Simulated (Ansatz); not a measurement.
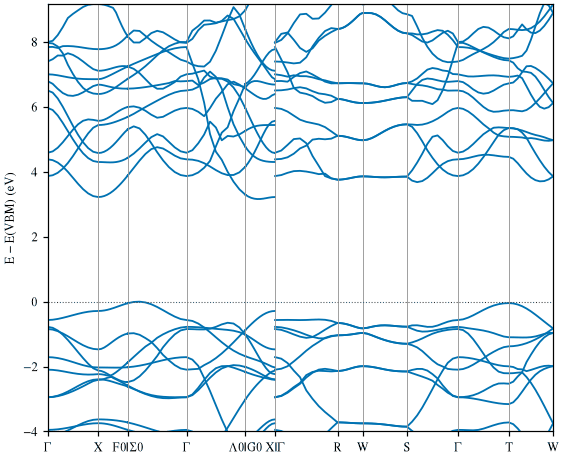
Figure. Band structure from plane-wave PAW r²SCAN+D4 (Ansatz code)

Question: Read off the gap and where the band edges lie.

Answer: About 3.2 eV (3.16 eV by a search for the band edges); maximum on the Σ0–Γ line, 18 % of the way from Σ0, minimum on the G0–X line, 44 % of the way from G0.

The material is SiS₂ in space group Ibam (No. 72; S on 8j, Si on 4a).

The r²SCAN+D4 relaxation kept the symmetry of its start.

Potentials: the later of the program's two PAW sets.
